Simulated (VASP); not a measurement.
Input:

```yaml
crystal:
  lattice:
    - [5.53963, 0.00000, 0.00000]
    - [0.00000, 5.53963, 0.00000]
    - [0.00000, 0.00000, 5.53963]
  atoms:
    - { symbol: Zn, position: [0.98470, 0.98470, 0.98470] }
    - { symbol: Zn, position: [0.51530, 0.51530, 0.98470] }
    - { symbol: Zn, position: [0.51530, 0.98470, 0.51530] }
    - { symbol: Zn, position: [0.98470, 0.51530, 0.51530] }
    - { symbol: Te, position: [0.25000, 0.25000, 0.25000] }
    - { symbol: S, position: [0.75000, 0.75000, 0.25000] }
    - { symbol: S, position: [0.75000, 0.25000, 0.75000] }
    - { symbol: S, position: [0.25000, 0.75000, 0.75000] }
```

These are PBEsol GGA, VASP's PBE PAW potentials (set 64) (plane waves; VASP 6.6.1) values and carry that method's errors. Settings: 400 eV cut-off, 5×5×5 Γ-centred mesh, tetrahedra with Blöchl corrections, potentials Zn Te S.

Unless said otherwise, spin-orbit coupling is left out, though it shifts the bands of the heavy elements here.

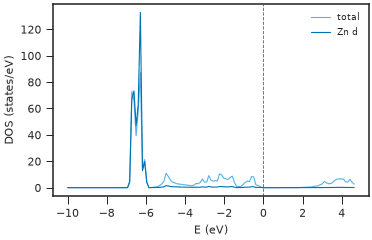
Fig. 1. Total and projected density of states, zero at the valence-band maximum

Within 2 eV below the valence-band maximum the largest weight inside VASP's projection spheres is S p, then Te p.

The gap is direct, 1.18 eV, from the valence maximum at Γ to the conduction minimum at Γ.

The structure was generated: Zn4S3Te was put into an ordered model structure (P-43m), which need not be its known phase. It was relaxed first.
